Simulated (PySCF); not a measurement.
# CCl₃F, SMILES `FC(Cl)(Cl)Cl`: electronic structure

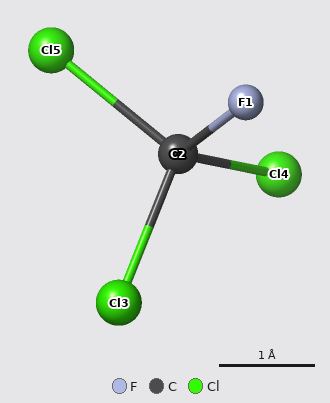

The molecule, with its atoms numbered as below. No frequency check shows the geometry to be a minimum.

Geometry (Å), atoms numbered from 1:

```
F1      -0.0014   -0.0002   -1.5904
C2      -0.0002   -0.0000   -0.2531
Cl3     -0.3907    1.6327    0.3105
Cl4      1.6098   -0.4777    0.3099
Cl5     -1.2183   -1.1549    0.3109
```

Part 1: Excited states

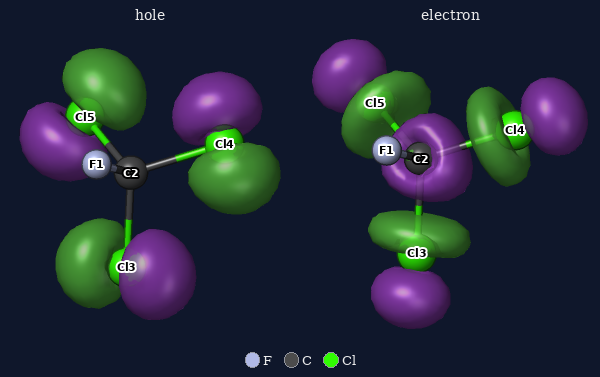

Leading natural transition orbital pair of S₁ (TDA singlet states); the surfaces enclose about 70 % of each orbital's density.

Level of theory: B3LYP/def2-SVP (PySCF), at a geometry from GFN2-xTB. Without diffuse functions Rydberg states are missing, so the states' numbers hold for this basis only.

Question: Give its energy and the atoms that hole and electron lie on.

Answer: 6.54 eV (190 nm), f = 0.000 (dark); the leading pair carries 99 %; hole on Cl3, Cl4 and Cl5 (33 % each), electron on C2 (29 %) and Cl3, Cl4 and Cl5 (23 % each); their centroids lie 0.1 Å apart. In canonical orbitals it is mainly HOMO → LUMO (99 %). The HOMO–LUMO gap is 7.80 eV.

Part 2: In an electric field

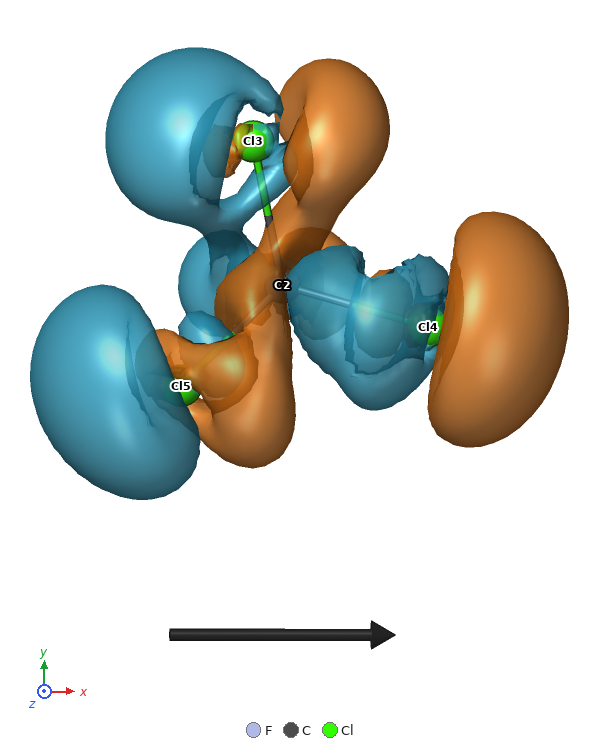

Change of the electron density in a uniform field of 0.51 V/Å along +x (arrow), surfaces at ±0.003 e/Å³ (light blue: gain, orange: loss).

Level of theory: B3LYP/def2-SVPD (PySCF), at a geometry from GFN2-xTB.

Question: What dipole is induced, and what polarisability does it imply?

Answer: The induced dipole is 1.59 D (along the field); α along this axis, from the fields in both directions, is 62 bohr³ (9.2 Å³).

Question: Which atoms gain and lose the most charge?

Answer: Electrons gather most on Cl5 (Hirshfeld charge changes by −0.042 e) and leave Cl4 most (+0.055 e); 0.134 electrons are displaced in all.

Part 3: Localised orbitals

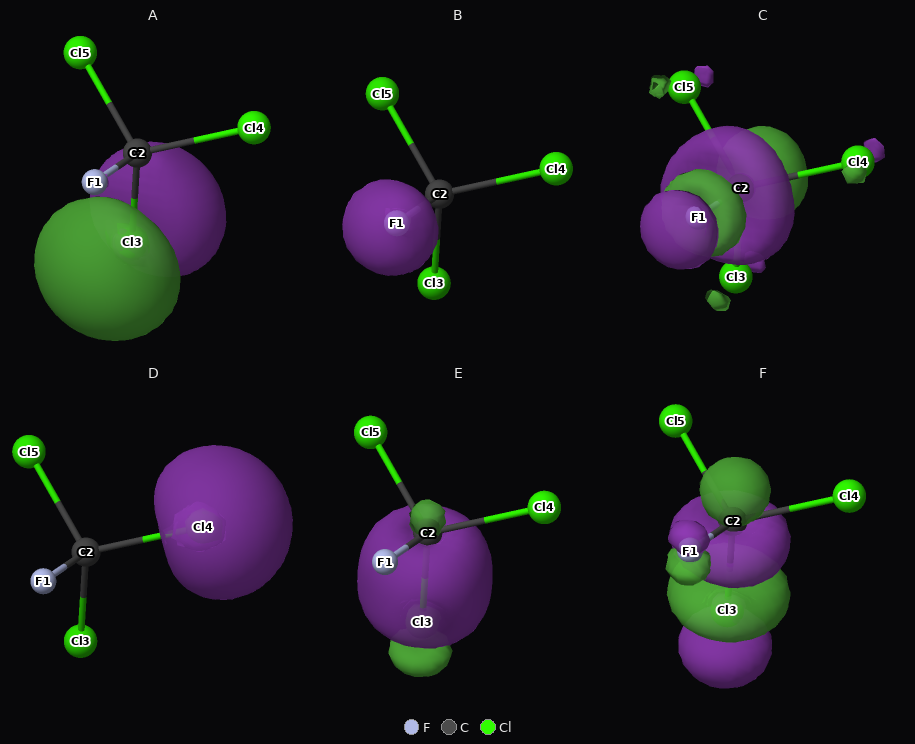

Intrinsic bond orbitals (IBO), occupied and valence-virtual; each surface holds about 80 % of the orbital's density. Energies are diagonal elements of the Fock matrix.

Computed with PySCF, B3LYP/def2-SVPD, geometry: GFN2-xTB.

Question: Name the orbitals, with their atomic make-up and energies.

Answer: By panel:
- A: lone pair on Cl3 (p-type) (Cl3 98 %; −10.1 eV)
- B: lone pair on F1 (sp0.4-type) (F1 100 %; −25.2 eV)
- C: σ* orbital C2–F1, mostly on C2 (C2 64 %, F1 30 %; 4.5 eV)
- D: lone pair on Cl4 (s-type) (Cl4 100 %; −20.2 eV)
- E: σ bond Cl3–C2 (Cl3 53 %, C2 47 %; −18.8 eV)
- F: σ* orbital C2–Cl3 (C2 50 %, Cl3 45 %; 0.7 eV)

Question: How do all the valence pairs divide up?

Answer: 16 pairs: 12 lone pairs and 4 σ bonds.

Part 4: Stretching a bond

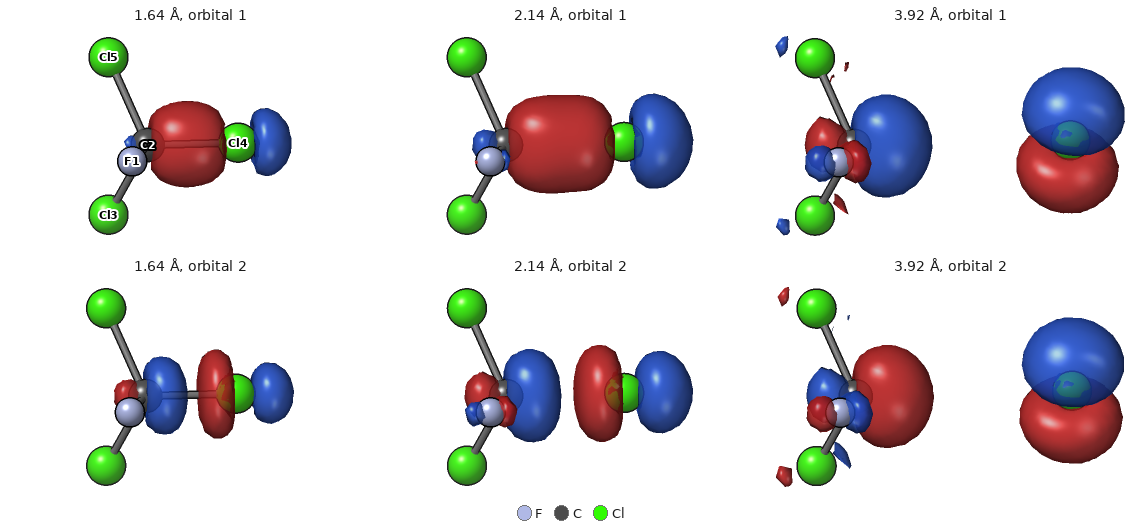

Rigid stretch of the C2–Cl4 bond. The two CASSCF(2,2) natural orbitals nearest half filling (orbital 1 the more occupied).

Method: cc-pVDZ basis; geometry: GFN2-xTB; program: PySCF.

Question: How do the occupations change along the stretch?

Answer: 1.64 Å: 1.98 and 0.02; 2.14 Å: 1.91 and 0.09; 3.92 Å: 1.00 and 1.00. At the longest distance computed (4.98 Å) they are 1.00 and 1.00, and the effective number of unpaired electrons is 2.0.

Question: Where does the UHF solution part from RHF?

Answer: Between 2.14 Å (⟨S²⟩ = 0, the two coincide) and 2.40 Å (⟨S²⟩ = 0.60); at 4.98 Å ⟨S²⟩ is 1.01 and UHF lies 5.0 eV below RHF.

Question: How much energy does the stretch cost?

Answer: By CASSCF, 2.6 eV from the lowest point of the scan (1.78 Å) to 4.98 Å; RHF gives 6.8 eV from its own lowest point. The fragments aren't relaxed and dynamic correlation is missing, so this isn't a bond dissociation energy.
